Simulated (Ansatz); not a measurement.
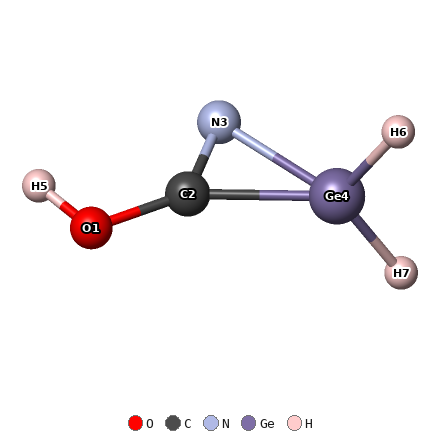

The system is CH₃GeNO, SMILES O[C]1=[N][GeH2]1; the picture shows the reference structure. 
- First axis: bond length O1–C2. Second axis: angle O1–C2–Ge4.
- Nothing is relaxed (all other coordinates rigid).
- The grid has 9 × 9 points.
- Points are written as (first, second).
- Energies are in kJ/mol, from the relaxed molecule at the same level.
- The reference is spin-restricted, which grows unreliable where a bond is stretched far.
- Computed with Ansatz, RKS PBE0-D4/def2-TZVP.

Its coordinates:

```xyz
7

O     1.6661   -0.7285    0.7014
C     0.4766   -0.3736    0.2403
N    -0.6119   -0.9994    0.0953
Ge   -0.7291    0.8480   -0.4784
H     1.6104   -1.6645    0.9574
H    -1.5374    1.7757    0.4223
H    -0.8135    1.0744   -1.9840
```

Range: bond length O1–C2 from 1.086 to 1.986 Å; angle O1–C2–Ge4 from 108.2 to 179.0°.

What will the energy surface look like?

The lowest grid point is at (1.311 Å, 152.4°), 0.42 kJ/mol from the relaxed molecule at the same level. No other kind of well shows on this grid. The highest grid point, (1.086 Å, 108.2°), lies 426 kJ/mol above the lowest. Round the minimum the two coordinates are weakly coupled (coupling −0.08 in units of the two stiffnesses).

| angle O1–C2–Ge4 ↓, bond length O1–C2 → | 1.086 | 1.198 | 1.311 | 1.423 | 1.536 | 1.649 | 1.761 | 1.874 | 1.986 |
| --- | --- | --- | --- | --- | --- | --- | --- | --- | --- |
| 179.0 | 353 | 159 | 92 | 90 | 119 | 161 | 206 | 250 | 290 |
| 170.1 | 271 | 92 | 37 | 44 | 81 | 129 | 179 | 227 | 270 |
| 161.3 | 226 | 56 | 8 | 22 | 63 | 114 | 166 | 216 | 261 |
| 152.4 | 209 | 44 | 0 | 17 | 60 | 112 | 165 | 215 | 260 |
| 143.6 | 214 | 52 | 10 | 27 | 70 | 123 | 174 | 223 | 267 |
| 134.7 | 239 | 78 | 35 | 52 | 94 | 144 | 194 | 240 | 282 |
| 125.9 | 282 | 119 | 75 | 90 | 130 | 177 | 223 | 266 | 303 |
| 117.0 | 345 | 179 | 132 | 143 | 179 | 222 | 264 | 300 | 332 |
| 108.2 | 427 | 256 | 204 | 210 | 242 | 280 | 315 | 344 | 369 |

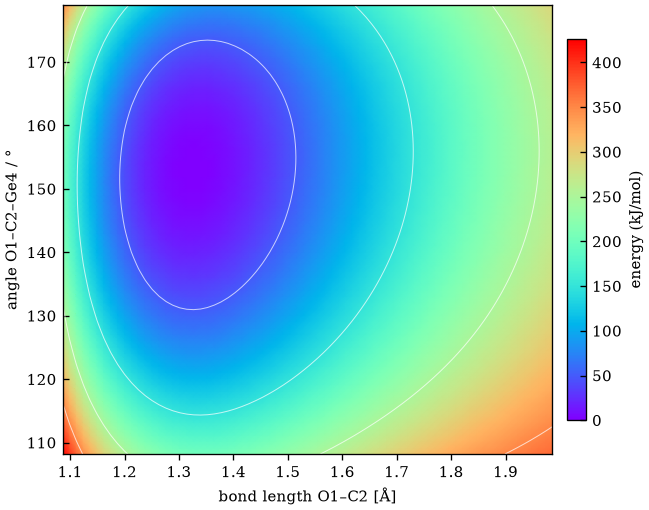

The picture shows a smooth colour map with a few white contour lines. Between grid points the surface is interpolated.

Each point was launched as `ansatz run input.yaml --threads 1 --pin off --max-ram 2560MiB --backend cpu --events-out ev --progress --plain --runs-dir out`. The whole map (81 points run) took 8.3 min on 1 thread of Arm Neoverse V2, with other jobs on the host.
